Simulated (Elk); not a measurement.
Band structure of MgAl (P-6m2, 2 atoms in the cell).

```
CELL_PARAMETERS angstrom
      2.99384     0.00000     0.00000
     -1.49692     2.59274     0.00000
      0.00000     0.00000     4.85148
ATOMIC_POSITIONS crystal
  Mg 0.00000 0.00000 0.50000
  Al 0.33333 0.66667 0.00000
```

Method of the run: LDA (PW92), all-electron FP-LAPW, Elk's shipped species files, APW+lo basis with extra local orbitals run with Elk 10.2.4.

Settings: rgkmax = 7.5; stype = 0; swidth = 0.00367493 Ha; ngridk = 10 10 6; gmaxvr = 14 1/bohr; nxlo = 2; lorbcnd = true; lmaxi = 3; maxscl = 100.

The starting cell comes from a database of computed structures (which also holds hypothetical and non-ambient phases and stackings), without a prior relaxation at this level. Values depend on the basis (sphere radii, cutoffs, local orbitals), which need not be converged.

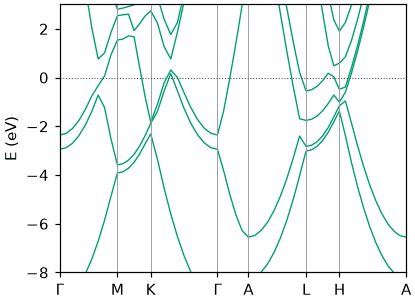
Figure: Bands along the path, energies from the Fermi level.

Levels in eV from the Fermi level, bands 7 to 14:
```csv
point,7,8,9,10,11,12,13,14
Γ,-42.57,-9.15,-2.94,-2.36,10.25,10.25,11.27,11.27
M,-42.58,-3.92,-3.58,1.54,2.54,2.81,3.37,6.04
K,-42.58,-2.32,-1.88,-1.83,2.74,3.92,4.30,4.59
A,-42.56,-8.25,-6.55,4.40,4.87,10.86,10.86,11.77
L,-42.58,-3.02,-2.83,-1.76,-0.55,6.54,7.69,8.50
H,-42.57,-1.37,-1.16,-1.01,-0.48,0.59,1.90,10.03
```

Bands cross the Fermi level along this path, so the cell is metallic at this level.
